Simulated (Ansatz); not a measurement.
## Run report: AlSiH5OF2, molecular dynamics (part 3 of 3)

Continued. System: AlSiH5OF2. Method: RKS r2SCAN-D4/def2-SVP (Ansatz 0.2.0). It belongs to a series of runs on one base structure; here: dynamics from the highest image of the converged band.

Geometry of the input (Å):
```
Al -0.0648  0.3952  -0.0127
O  -0.4538  0.1740  1.7606
Si -1.3211  -0.4994  3.0528
H  -1.8377  -1.8156  2.5948
H  -0.3992  -0.6614  4.2083
H  -2.4397  0.4134  3.4130
F  1.1880  -0.5411  -0.5649
F  -1.4109  0.5687  -0.9674
H  0.4487  1.8612  0.7243
H  0.0354  1.2528  1.5631
```

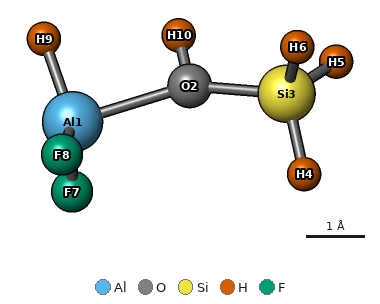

**Figure 1.** The geometry at step 89 of the log (ball-and-stick view, seen at a tilt; atoms are numbered from 1 in the order of the input).

Log, continued
```
md step   199: t =    99.50 fs  T =   563.2 K  F+E_penalty+E_count = -22026.99347202 eV  E_kin = 0.582399 eV  conserved = -22026.41107258 eV  (31 SCF iters)
these checks for a lower state are left out or cut short: starts, cluster_reference, orbital_swaps, neighbouring_geometries, increment
1118 factors; their error is unknown
mean field -22026.95409615 eV, -809.4756326278 hartree, gradient 1.1e-5 eV, S^2 0.000000; 0 other end points of the search recorded, 0 dependent functions left out
the calculation of the forces begins
reference -22026.95410981 eV, -809.4756331298 hartree; 29, 29 occupied and 74, 74 virtual orbitals, 1118 factors
1118 factors; their error is unknown
mean field -22026.95409615 eV, -809.4756326278 hartree, gradient 1.1e-5 eV, S^2 0.000000; 1 other end points of the search recorded, 0 dependent functions left out
the calculation of the forces begins
reference -22026.95410981 eV, -809.4756331298 hartree; 29, 29 occupied and 74, 74 virtual orbitals, 1118 factors
md step   200: t =   100.00 fs  T =   569.9 K  F+E_penalty+E_count = -22027.00049106 eV  E_kin = 0.589345 eV  conserved = -22026.41114604 eV  (26 SCF iters)
```

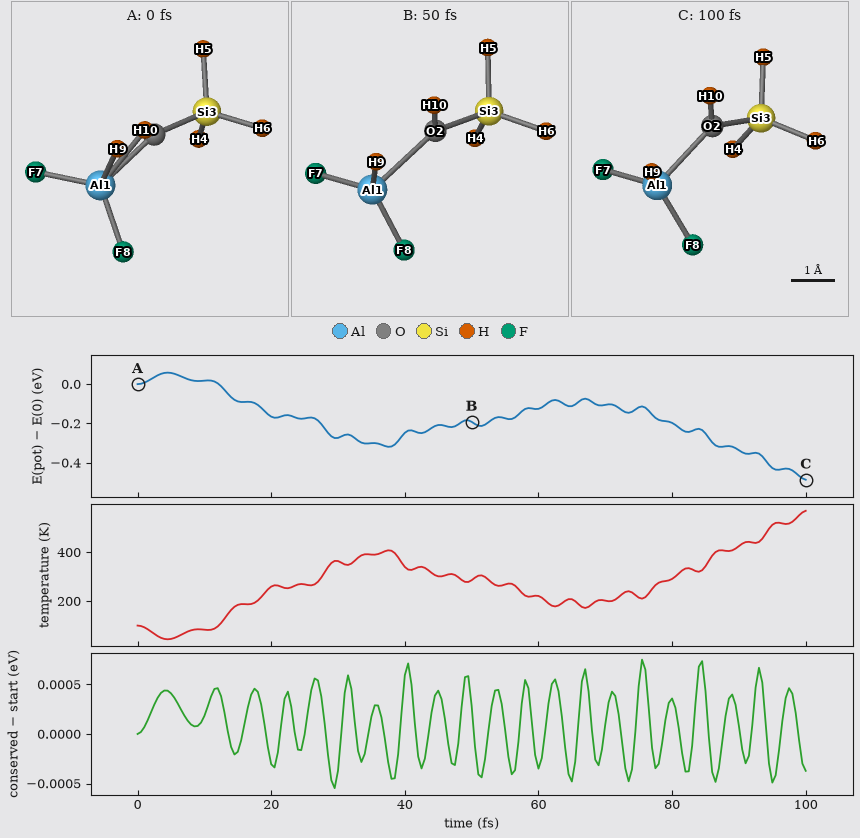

**Figure 2.** Frames of the molecular dynamics (ball-and-stick, seen at a tilt) above the curves, on which the letters mark them. The trajectory kept here has 201 frames over 100 fs. The temperature starts at 100 K, ranges from 44 to 570 K and averages 311 K over the second half. The potential energy ends 0.486 eV below its first value. The conserved quantity stays within 0.0013 eV. After an unweighted best fit of the last frame on the first, the root-mean-square displacement is 0.49 Å, and H10 has moved furthest (0.86 Å).

```
Total energy: -22027.00050472 eV, -809.4773381113 hartree
Atom 0 at     0.047241     0.592400    -0.091487 Å, force    -1.435834    -0.292659    -0.178403 eV/Å
Atom 1 at    -0.258283     0.438465     1.845168 Å, force    -0.737133    -0.716800     0.193186 eV/Å
Atom 2 at    -1.362272    -0.577505     2.823377 Å, force     0.977142     0.415534    -1.326930 eV/Å
Atom 3 at    -1.527389    -1.800344     1.988854 Å, force    -0.120213     0.185227     0.142671 eV/Å
Atom 4 at    -0.613974    -0.829168     4.052173 Å, force     0.187330    -0.107248     0.442563 eV/Å
Atom 5 at    -2.571881     0.206217     3.071902 Å, force    -0.368323     0.111578     0.026936 eV/Å
Atom 6 at     1.031578    -0.705131    -0.397353 Å, force     0.333738    -0.454727    -0.050058 eV/Å
Atom 7 at    -1.544503     0.369950    -0.692793 Å, force     0.827584     0.108183     0.562870 eV/Å
Atom 8 at     0.679237     1.995874    -0.100377 Å, force     0.272805     0.600964    -0.015008 eV/Å
Atom 9 at     0.354458     1.017749     2.314550 Å, force     0.062904     0.149948     0.202174 eV/Å
Dipole moment:    -0.167484     0.023513     1.346551 e Å
```

Trajectory as extended XYZ (Å, eV, eV/Å), 10 of the 201 frames kept, from step=0 to step=200
```
10
Properties=species:S:1:pos:R:3:forces:R:3 step=0 time_fs=0.0 energy=-22026.51418 temperature=100.0
Al   -0.0648    0.3952   -0.0127    0.0053   0.0027  -0.0053
O    -0.4538    0.1740    1.7606   -0.0129   0.0031  -0.0008
Si   -1.3211   -0.4994    3.0528    0.0057   0.0003   0.0022
H    -1.8377   -1.8156    2.5948    0.0002  -0.0009   0.0002
H    -0.3992   -0.6614    4.2083    0.0011   0.0002   0.0001
H    -2.4397    0.4134    3.4130   -0.0006  -0.0002   0.0005
F     1.1880   -0.5411   -0.5649    0.0014  -0.0020   0.0010
F    -1.4109    0.5687   -0.9674    0.0000   0.0015   0.0006
H     0.4487    1.8612    0.7243    0.0003  -0.0008  -0.0008
H     0.0354    1.2528    1.5631   -0.0004  -0.0038   0.0023
10
Properties=species:S:1:pos:R:3:forces:R:3 step=22 time_fs=11.0 energy=-22026.49603 temperature=82.8
Al   -0.0714    0.3967   -0.0192    1.7255   0.3926  -0.8705
O    -0.4506    0.1853    1.7663   -0.6577  -1.0662   0.5273
Si   -1.3257   -0.4959    3.0616   -0.4739  -0.9746  -0.3695
H    -1.8304   -1.8216    2.5395    0.2613   0.4000   0.1630
H    -0.4275   -0.6437    4.1975    0.4078  -0.0746   0.3973
H    -2.4698    0.3341    3.4381   -0.2768   0.4180  -0.0092
F     1.2081   -0.5515   -0.5831   -0.7140   0.1721   0.3335
F    -1.4067    0.5732   -0.9575   -0.6862  -0.2220  -0.3146
H     0.4365    1.8436    0.6362    0.0337   0.0505  -0.3444
H    -0.1030    1.1351    1.6857    0.3804   0.9042   0.4871
10
Properties=species:S:1:pos:R:3:forces:R:3 step=44 time_fs=22.0 energy=-22026.67302 temperature=253.9
Al   -0.0229    0.4163   -0.0533   -0.3749   2.0267  -0.6090
O    -0.4644    0.1880    1.7995   -0.2151  -1.1379  -0.5015
Si   -1.3420   -0.5088    3.0793   -0.3154  -0.5784   0.2722
H    -1.7415   -1.8279    2.5209   -0.1061   0.1031   0.1566
H    -0.3883   -0.6399    4.2141   -0.1244   0.0132   0.0285
H    -2.4684    0.4155    3.3858    0.0235  -0.1449   0.0541
F     1.1946   -0.5571   -0.5850    0.2249  -0.7524   0.0052
F    -1.4344    0.5635   -0.9610    0.1941  -0.5784   0.3584
H     0.4615    1.9294    0.3792    0.0602  -0.4212  -0.0280
H    -0.1058    1.0494    1.9921    0.6332   1.4701   0.2635
10
Properties=species:S:1:pos:R:3:forces:R:3 step=67 time_fs=33.5 energy=-22026.81171 temperature=387.4
Al    0.0181    0.5070   -0.1171   -0.3494  -0.1784  -0.4703
O    -0.4578    0.2044    1.8288    0.1660   0.0269  -0.1064
Si   -1.3691   -0.5416    3.1063    0.1437   0.7169   0.3622
H    -1.7885   -1.8470    2.6165   -0.1496  -0.3864  -0.1930
H    -0.4355   -0.6340    4.2978   -0.3270   0.0051  -0.4189
H    -2.5050    0.4080    3.4001    0.2515  -0.3745  -0.0240
F     1.1849   -0.6028   -0.5829   -0.3639  -0.2249   0.2177
F    -1.4548    0.5200   -0.9450    0.3578  -0.2997   0.4395
H     0.6376    1.8936    0.1580    0.1742   0.6297   0.3232
H    -0.0319    1.0118    2.1700    0.0967   0.0853  -0.1301
10
Properties=species:S:1:pos:R:3:forces:R:3 step=89 time_fs=44.5 energy=-22026.72743 temperature=306.6
Al    0.0509    0.6067   -0.1913    0.8480  -1.0749   0.4904
O    -0.4379    0.2269    1.8483    0.5249   0.9090   0.6045
Si   -1.3942   -0.5686    3.1238    0.4709   0.8764  -0.5142
H    -1.8551   -1.8758    2.6529    0.1197  -0.2788  -0.3049
H    -0.5159   -0.6609    4.3262    0.0334  -0.0223  -0.1602
H    -2.5821    0.2669    3.4562    0.1065   0.0863  -0.1000
F     1.1551   -0.6583   -0.5689   -0.9111   0.9038   0.3166
F    -1.4542    0.4600   -0.9045    0.0869   0.1268   0.0975
H     0.7763    2.0032    0.1745   -0.3739  -0.2883  -0.0905
H     0.1101    1.0023    2.1912   -0.9053  -1.2380  -0.3391
10
Properties=species:S:1:pos:R:3:forces:R:3 step=111 time_fs=55.5 energy=-22026.69219 temperature=271.9
Al    0.1047    0.6576   -0.2494   -0.8829  -0.6058   1.0715
O    -0.4340    0.2378    1.8788    0.2365   0.3855   0.5961
Si   -1.4044   -0.5746    3.1119    0.5489  -0.3609  -1.7864
H    -1.7395   -1.9084    2.5010    0.0073   0.3737   0.2253
H    -0.5227   -0.7127    4.2682    0.2677  -0.0158   0.4554
H    -2.5946    0.2154    3.4282   -0.3280   0.2563   0.0859
F     1.0784   -0.6683   -0.5376    0.2175   0.2144  -0.0185
F    -1.4444    0.4066   -0.8558    0.3026   0.3266   0.0335
H     0.6755    2.0872    0.1706   -0.0151  -0.2327  -0.2563
H     0.1563    0.8836    2.3300   -0.3546  -0.3414  -0.4065
10
Properties=species:S:1:pos:R:3:forces:R:3 step=133 time_fs=66.5 energy=-22026.59242 temperature=176.2
Al    0.1217    0.6774   -0.2663   -1.5758  -0.5256   0.9184
O    -0.4333    0.2517    1.9256   -0.4201  -0.3705  -1.4914
Si   -1.3935   -0.5755    3.0569   -0.1710  -0.7056  -0.2960
H    -1.6861   -1.8986    2.4061   -0.0863   0.3407   0.2606
H    -0.5453   -0.7368    4.2719   -0.0373  -0.0060   0.0158
H    -2.6066    0.2153    3.3914   -0.0350  -0.0414  -0.0421
F     1.0144   -0.6682   -0.5062    1.1054  -0.7231  -0.1087
F    -1.4210    0.3720   -0.8056   -0.3664   0.3007  -0.1484
H     0.6268    2.0999   -0.0293    0.3933   0.5686   0.1024
H     0.1833    0.8088    2.3598    1.1931   1.1621   0.7894
10
Properties=species:S:1:pos:R:3:forces:R:3 step=156 time_fs=78.0 energy=-22026.69599 temperature=275.5
Al    0.0886    0.6888   -0.2366    0.8311  -0.6711   0.8414
O    -0.3837    0.3106    1.9231    0.7245   0.5790  -0.4938
Si   -1.3849   -0.5893    2.9915   -0.3540   0.4156   0.5949
H    -1.7703   -1.8712    2.3920    0.1401  -0.2159  -0.2656
H    -0.6085   -0.7672    4.2817   -0.1338   0.0362  -0.4766
H    -2.6396    0.1901    3.3035    0.3680  -0.0988  -0.1376
F     1.0084   -0.7008   -0.4781    0.1938   0.4508   0.1784
F    -1.4247    0.3548   -0.7637   -1.1989   0.1990  -0.2815
H     0.7711    2.1459   -0.2266   -0.2568  -0.4385   0.1747
H     0.2606    0.8740    2.3975   -0.3139  -0.2564  -0.1343
10
Properties=species:S:1:pos:R:3:forces:R:3 step=178 time_fs=89.0 energy=-22026.83214 temperature=407.9
Al    0.0725    0.6608   -0.1723   -0.1102  -0.8895   0.3977
O    -0.3053    0.3908    1.8748    0.3921   0.2827   1.2190
Si   -1.3868   -0.5990    2.9272    0.7875   1.2742  -0.7485
H    -1.6788   -1.8434    2.2341   -0.0441  -0.4016  -0.3037
H    -0.5931   -0.8115    4.1753   -0.1114   0.0514  -0.1072
H    -2.6052    0.2281    3.1526    0.0807  -0.1161   0.0815
F     1.0200   -0.7126   -0.4419   -0.0629   0.3894   0.1535
F    -1.4887    0.3529   -0.7366    0.2120   0.3463   0.3010
H     0.8156    2.0717   -0.2361   -0.2710  -0.1659   0.1347
H     0.3017    0.9337    2.4652   -0.8728  -0.7709  -1.1278
10
Properties=species:S:1:pos:R:3:forces:R:3 step=200 time_fs=100.0 energy=-22027.00049 temperature=569.9
Al    0.0472    0.5924   -0.0915   -1.4358  -0.2927  -0.1784
O    -0.2583    0.4385    1.8452   -0.7371  -0.7168   0.1932
Si   -1.3623   -0.5775    2.8234    0.9771   0.4155  -1.3269
H    -1.5274   -1.8003    1.9889   -0.1202   0.1852   0.1427
H    -0.6140   -0.8292    4.0522    0.1873  -0.1072   0.4426
H    -2.5719    0.2062    3.0719   -0.3683   0.1116   0.0269
F     1.0316   -0.7051   -0.3974    0.3337  -0.4547  -0.0501
F    -1.5445    0.3700   -0.6928    0.8276   0.1082   0.5629
H     0.6792    1.9959   -0.1004    0.2728   0.6010  -0.0150
H     0.3545    1.0177    2.3146    0.0629   0.1499   0.2022
```

Key numbers

```tsv
quantity	value
outcome	finished
mean temperature over the second half	311 K
trajectory	200 steps, 100 fs
ensemble	nve
temperature in the input	100.0 K
time step	0.5 fs
potential energy (last step)	−22027.0005 eV
mean-field energy (last step)	−22026.9541 eV
largest force (length of the vector) (last step)	1.699 eV/Å
wall time	6.5 min (CPU time 25 min)
peak memory	0.18 GiB
```

Remarks

So short a trajectory is not equilibrated.
